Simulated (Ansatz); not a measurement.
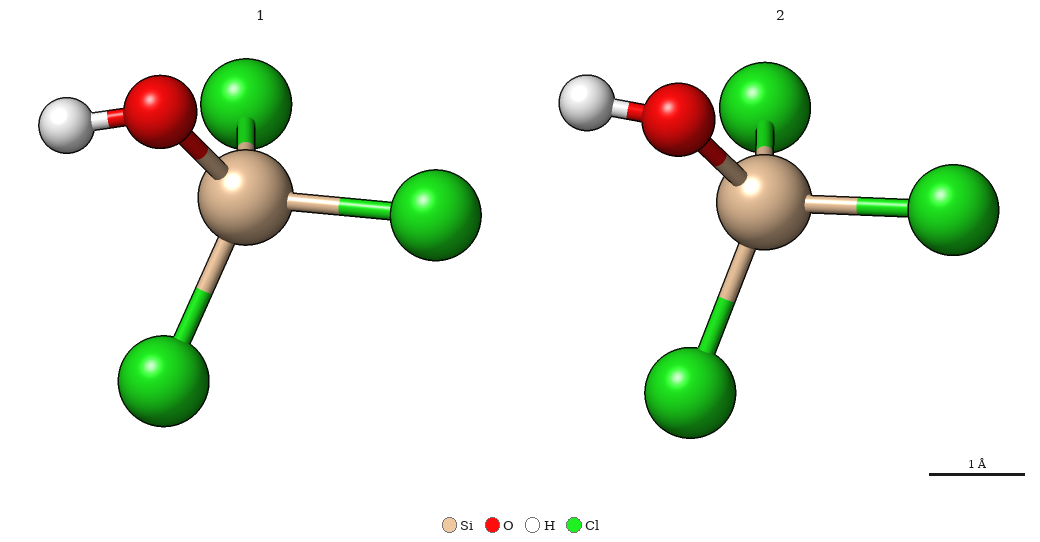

Two geometries of SiHOCl₃, drawn at one scale. One is the start of a relaxation, the other its converged end. Style: ball-and-stick. Shown from a free direction.

All numbers below come from RKS PBE/6-31G in Ansatz 0.2.0. (no spin polarisation; force threshold 0.02 eV/Å; at most 40 steps)

**Which one is relaxed?**

Structure 2 is the relaxed one. The run prepares the start of a later molecular dynamics calculation, from a guessed geometry. The energy falls by 15.3 kJ/mol in 5 accepted moves (6 points after the start). Largest force component: 1.3 eV/Å at the start, 0.0049 eV/Å at the end. The line search rejected the trial step at point 3 of the run. The H atom moves most after the best rigid fit: 0.26 Å. Largest moves by element: H 0.26 Å, Cl 0.18 Å, O 0.09 Å, Si 0.06 Å. Near-neighbour distances that change, for instance: Cl–Si 2.128 → 2.172 Å, O–Si 1.680 → 1.710 Å, H–O 1.010 → 0.983 Å, Cl–Si 2.130 → 2.146 Å. Among the angles between lasting bonds that change: Si–O–H 109.5° → 123.0°, O–Si–Cl 109.4° → 104.9°, O–Si–Cl 109.5° → 111.9°.

Limits of the set-up: the basis has no polarisation functions, which atoms past neon need.
